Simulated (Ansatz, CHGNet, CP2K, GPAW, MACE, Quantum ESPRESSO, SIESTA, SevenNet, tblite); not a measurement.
**Al54Cu46 (at. %) with crystalline order left by the classical run (111 atoms): forces by two methods**

111 atoms (60 Al, 51 Cu) placed at random at 4.5 g/cm³, melted at 1800 K for 10 ps at fixed volume with the EAM Al-Cu potential (Cai and Ye, Phys. Rev. B 54, 8398 (1996)). Quenched from 1300 K to 300 K at 500 K/ps and zero pressure, held 5 ps, then minimised at fixed cell. Then every atom was moved at random, 0.03 Å r.m.s. a Cartesian component.

Two calculations on one geometry. First: Kohn-Sham DFT, PBE, SSSP efficiency 1.3.0 pseudopotentials, plane waves; sssp-1.3.0-efficiency; 60/480 Ry; levels smeared at 580 K (Quantum ESPRESSO 7.5; Γ point). Second: Kohn-Sham DFT, PBE, PAW, plane waves (Ansatz 0.2.0; cutoff 420 eV, Γ point, fermi-dirac smearing of 0.05 eV; PAW set soft_2).

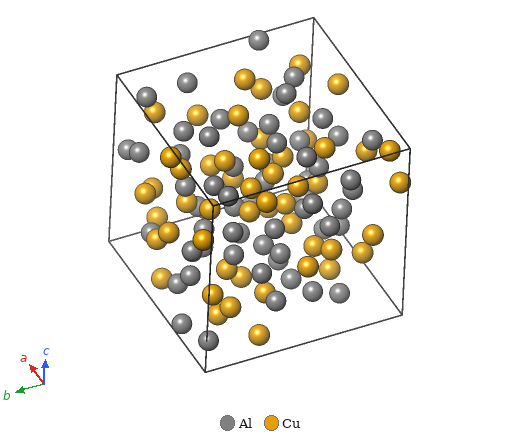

The structure (aluminium grey, copper orange). Some periodic images of atoms are drawn too.

Cell vectors (Å):

```
11.739 0.000 0.000
0.000 11.739 0.000
0.000 0.000 11.739
```

Atom, position (Å) and force of the first calculation (eV/Å):

```
1 Al 0.118 5.676 9.712 -0.596 -1.175 -0.689
2 Al 3.753 9.764 9.538 0.473 -0.254 -0.235
3 Al 0.461 8.371 5.461 -0.646 -0.200 -0.214
4 Al 2.241 2.666 0.694 0.085 -0.282 0.259
5 Al 2.479 2.042 7.602 0.084 -0.266 0.373
6 Al 7.278 9.633 6.665 -0.663 0.470 0.699
7 Al 8.898 8.157 0.265 -0.123 0.210 -0.180
8 Al 7.060 8.513 2.181 -0.449 0.276 0.026
9 Al 3.768 10.932 3.582 0.210 0.058 0.158
10 Al 7.105 0.625 7.245 -0.642 -0.019 0.081
11 Al 10.329 10.615 10.901 0.170 0.013 -0.058
12 Al 0.708 4.259 7.185 0.273 0.272 0.305
13 Al 5.863 9.130 4.590 -0.691 0.055 -0.239
14 Al 8.533 9.233 9.429 -0.173 -0.202 -0.296
15 Al 0.330 11.461 1.880 -0.139 0.066 0.193
16 Al 5.200 2.734 7.290 -0.206 -0.035 0.244
17 Al 0.679 7.318 2.976 -0.118 0.040 -0.053
18 Al 8.588 1.566 3.257 -0.340 0.052 -0.070
19 Al 9.084 10.613 2.315 -0.226 0.007 -0.200
20 Al 3.372 4.439 6.382 0.346 -0.269 -0.092
21 Al 2.845 6.041 4.181 -0.231 -0.185 -0.239
22 Al 9.676 8.768 6.732 0.753 -0.178 0.155
23 Al 1.376 4.754 2.215 0.269 -0.013 0.103
24 Al 5.564 10.720 1.528 0.300 -0.313 0.307
25 Al 11.549 2.548 2.513 0.041 -0.234 0.287
26 Al 9.657 7.575 2.670 0.071 0.337 0.544
27 Al 7.868 5.914 1.622 0.007 -0.032 -0.319
28 Al 6.703 4.107 0.023 0.319 -0.052 -0.287
29 Al 3.050 0.696 10.172 -0.368 0.334 -0.343
30 Al 1.348 10.140 10.821 -0.183 -0.141 0.003
31 Al 9.286 6.631 8.790 0.066 -0.091 0.422
32 Al 7.652 6.592 6.728 -0.128 -0.494 0.044
33 Al 2.029 9.393 7.478 -0.370 -0.751 0.867
34 Al 3.794 1.953 5.164 0.019 -0.093 -0.527
35 Al 9.868 1.038 0.793 0.354 0.083 0.137
36 Al 2.798 11.412 6.253 0.180 0.558 -0.707
37 Al 9.109 1.877 5.774 -0.381 0.278 0.186
38 Al 11.567 10.934 6.322 0.580 0.170 -0.827
39 Al 5.972 9.029 10.987 -0.054 -1.046 0.098
40 Al 1.073 2.930 9.691 0.151 -0.105 -0.402
41 Al 8.686 2.635 10.863 -0.112 0.456 -0.644
42 Al 11.204 6.219 0.773 -0.207 -0.137 -0.081
43 Al 6.189 2.101 9.714 0.048 -0.344 0.199
44 Al 2.034 5.151 11.314 -0.217 0.381 -0.008
45 Al 4.252 4.575 0.771 -0.296 -0.586 0.407
46 Al 5.109 1.356 2.763 -0.149 -0.017 0.282
47 Al 8.446 4.218 4.277 0.250 -0.368 0.171
48 Al 11.228 3.526 0.017 -0.119 0.258 0.031
49 Al 7.089 1.234 0.911 -0.129 -0.038 -0.621
50 Al 9.846 4.658 6.768 -0.339 0.184 -0.084
51 Al 3.023 11.696 1.031 -0.060 0.090 0.098
52 Al 7.557 4.597 9.090 0.000 -0.149 -0.107
53 Al 7.289 6.611 4.201 0.027 0.466 0.177
54 Al 5.170 5.855 2.888 0.044 -0.071 0.248
55 Al 9.537 11.331 7.869 -0.135 0.290 0.617
56 Al 2.982 8.783 4.922 0.533 -0.040 -0.245
57 Al 11.175 1.941 7.351 0.411 -0.188 0.329
58 Al 5.050 5.412 10.023 0.055 0.463 -0.509
59 Al 10.967 7.865 10.456 0.225 1.290 -0.041
60 Al 2.221 6.786 6.674 -0.330 0.204 0.353
61 Cu 4.061 7.359 8.284 -0.659 -0.071 0.148
62 Cu 0.337 5.653 5.093 0.069 0.508 0.083
63 Cu 6.306 10.467 8.947 0.249 -0.514 -0.616
64 Cu 5.544 6.912 0.699 -0.295 0.156 -0.148
65 Cu 2.210 1.409 3.148 0.362 0.001 -0.576
66 Cu 8.388 8.913 4.430 -0.031 -0.069 -0.114
67 Cu 0.901 0.027 8.644 0.006 0.252 -0.045
68 Cu 8.086 0.264 10.009 0.237 0.276 -0.749
69 Cu 9.297 5.282 11.119 0.182 -0.339 -0.098
70 Cu 4.708 2.027 0.224 0.147 0.073 0.094
71 Cu 10.581 5.034 3.050 0.380 0.504 0.097
72 Cu 6.513 2.072 4.900 0.091 -0.307 -0.004
73 Cu 9.869 6.787 5.126 -0.351 0.099 -0.174
74 Cu 7.392 3.775 6.640 0.282 0.077 0.155
75 Cu 4.675 9.463 7.047 -0.170 -0.001 -0.147
76 Cu 10.803 0.590 4.031 0.190 0.132 -0.148
77 Cu 5.487 5.319 7.492 0.334 -0.336 0.566
78 Cu 11.437 9.505 8.567 -0.167 0.032 -0.230
79 Cu 11.231 9.155 1.195 -0.228 -0.427 0.027
80 Cu 4.507 0.251 8.117 0.190 0.167 0.075
81 Cu 5.601 4.430 4.960 -0.140 0.322 -0.071
82 Cu 1.031 1.456 5.338 0.276 -1.037 0.825
83 Cu 11.003 3.235 4.897 -0.309 0.154 0.377
84 Cu 3.483 7.242 10.765 0.880 -0.199 0.027
85 Cu 1.287 10.832 4.151 -0.028 0.086 0.572
86 Cu 4.953 6.913 5.785 -0.241 0.482 -0.495
87 Cu 1.609 7.660 9.344 -0.291 0.220 -0.634
88 Cu 3.005 6.768 1.552 0.341 -0.327 0.460
89 Cu 2.676 5.251 8.790 -0.055 -0.057 0.081
90 Cu 3.790 3.162 9.898 -0.377 0.051 -0.218
91 Cu 6.966 11.363 3.782 -0.196 0.023 -0.291
92 Cu 6.516 3.510 2.557 -0.127 0.029 -0.027
93 Cu 6.378 7.797 8.538 0.331 0.293 0.024
94 Cu 9.128 3.582 1.643 -0.484 -0.327 -0.311
95 Cu 10.791 9.766 3.813 0.257 -0.516 0.195
96 Cu 4.358 8.435 2.716 0.364 0.395 0.117
97 Cu 8.614 2.245 8.313 -0.065 -0.485 0.110
98 Cu 3.613 9.245 0.382 0.202 0.384 0.040
99 Cu 1.396 7.851 0.203 -0.519 -0.128 -0.016
100 Cu 11.433 6.903 7.468 0.108 0.031 -0.391
101 Cu 5.389 11.596 10.882 0.096 0.013 0.060
102 Cu 10.558 1.329 9.762 -0.093 -0.448 0.088
103 Cu 1.663 3.589 4.545 0.605 0.732 -0.141
104 Cu 1.955 9.375 2.249 0.016 0.007 -0.114
105 Cu 7.766 10.528 0.087 0.201 -0.352 0.705
106 Cu 8.975 11.137 5.342 0.062 0.077 0.175
107 Cu 5.304 11.541 5.619 -0.244 0.085 0.086
108 Cu 7.285 6.637 10.625 -0.128 0.222 0.306
109 Cu 3.747 3.538 3.143 0.334 0.455 -0.088
110 Cu 0.663 0.873 11.365 0.165 -0.161 -0.102
111 Cu 10.275 3.735 9.144 0.715 0.769 0.368
```

**Question.** What forces does the second calculation give?

Atom and force (eV/Å):

```
1 -0.595 -1.171 -0.691
2 0.474 -0.255 -0.233
3 -0.644 -0.200 -0.214
4 0.085 -0.285 0.259
5 0.083 -0.266 0.371
6 -0.661 0.469 0.698
7 -0.121 0.210 -0.183
8 -0.449 0.272 0.027
9 0.204 0.059 0.157
10 -0.641 -0.018 0.082
11 0.169 0.012 -0.058
12 0.274 0.273 0.303
13 -0.689 0.055 -0.239
14 -0.176 -0.201 -0.296
15 -0.138 0.061 0.193
16 -0.203 -0.032 0.244
17 -0.114 0.043 -0.055
18 -0.339 0.049 -0.070
19 -0.224 0.007 -0.198
20 0.347 -0.269 -0.091
21 -0.233 -0.187 -0.237
22 0.751 -0.180 0.152
23 0.269 -0.014 0.103
24 0.300 -0.312 0.305
25 0.040 -0.233 0.292
26 0.069 0.339 0.545
27 0.010 -0.032 -0.320
28 0.317 -0.054 -0.286
29 -0.364 0.337 -0.345
30 -0.183 -0.143 0.005
31 0.067 -0.092 0.423
32 -0.129 -0.494 0.049
33 -0.371 -0.750 0.868
34 0.018 -0.092 -0.528
35 0.353 0.086 0.138
36 0.182 0.555 -0.704
37 -0.378 0.276 0.187
38 0.577 0.172 -0.826
39 -0.051 -1.042 0.099
40 0.150 -0.106 -0.401
41 -0.108 0.454 -0.646
42 -0.209 -0.139 -0.082
43 0.045 -0.343 0.201
44 -0.217 0.383 -0.009
45 -0.296 -0.586 0.409
46 -0.149 -0.014 0.280
47 0.250 -0.366 0.169
48 -0.119 0.259 0.032
49 -0.130 -0.041 -0.621
50 -0.339 0.182 -0.081
51 -0.058 0.088 0.100
52 0.002 -0.149 -0.110
53 0.030 0.468 0.178
54 0.046 -0.070 0.243
55 -0.134 0.291 0.616
56 0.530 -0.040 -0.245
57 0.408 -0.187 0.330
58 0.053 0.464 -0.509
59 0.227 1.290 -0.042
60 -0.328 0.203 0.355
61 -0.653 -0.070 0.147
62 0.068 0.506 0.086
63 0.248 -0.515 -0.614
64 -0.294 0.159 -0.141
65 0.362 0.003 -0.574
66 -0.034 -0.069 -0.118
67 0.007 0.254 -0.047
68 0.235 0.273 -0.747
69 0.182 -0.340 -0.094
70 0.147 0.072 0.094
71 0.379 0.505 0.101
72 0.091 -0.306 -0.006
73 -0.350 0.100 -0.171
74 0.277 0.078 0.156
75 -0.169 -0.003 -0.147
76 0.187 0.135 -0.151
77 0.334 -0.337 0.561
78 -0.162 0.034 -0.230
79 -0.230 -0.421 0.027
80 0.188 0.165 0.075
81 -0.142 0.321 -0.076
82 0.279 -1.033 0.822
83 -0.307 0.151 0.377
84 0.876 -0.201 0.024
85 -0.024 0.086 0.569
86 -0.240 0.480 -0.491
87 -0.295 0.218 -0.637
88 0.342 -0.326 0.459
89 -0.056 -0.056 0.079
90 -0.375 0.051 -0.218
91 -0.194 0.026 -0.291
92 -0.128 0.027 -0.027
93 0.327 0.293 0.020
94 -0.484 -0.327 -0.306
95 0.251 -0.514 0.194
96 0.365 0.397 0.121
97 -0.067 -0.487 0.106
98 0.203 0.385 0.040
99 -0.518 -0.127 -0.017
100 0.108 0.031 -0.393
101 0.096 0.014 0.060
102 -0.093 -0.447 0.086
103 0.603 0.729 -0.137
104 0.016 0.006 -0.113
105 0.200 -0.352 0.701
106 0.064 0.078 0.179
107 -0.248 0.085 0.085
108 -0.128 0.220 0.306
109 0.336 0.450 -0.086
110 0.167 -0.160 -0.104
111 0.714 0.766 0.369
```

The two sets differ by 2.16 meV/Å r.m.s., 0.64 % of the r.m.s. force of the Ansatz run. The electron count is odd in Ansatz plane waves (reference) and QE PBE, sssp-1.3.0-efficiency, 60/480 Ry, and they have no spin polarisation, so the unpaired electron is spread evenly over both spins. The network of bonds at the start is that of the classical potential that made the cell, and needn't be the one that DFT or experiment would give. The electron count is odd and the run has no spin polarisation, so levels at the top are partly filled by construction. The electronic-structure runs sample only Γ, in a cell whose shortest periodic width is 12 Å, which is coarse for a cell with partly filled levels.

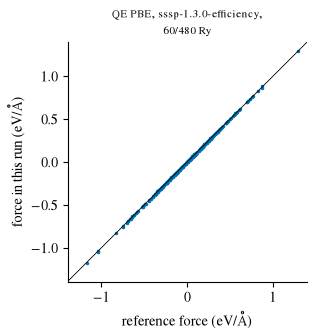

Force components against those of the reference; the line marks equality.

[Logs are printed without paths, hosts, clocks, repeated set-up lines and the standing remarks that a program may print on its own settings, such as how far it seeks lower states.]

[Hosts, paths, dates, database ids (printed as entryN), source tags and the programs' standing remarks are cut or masked in the printed files.]
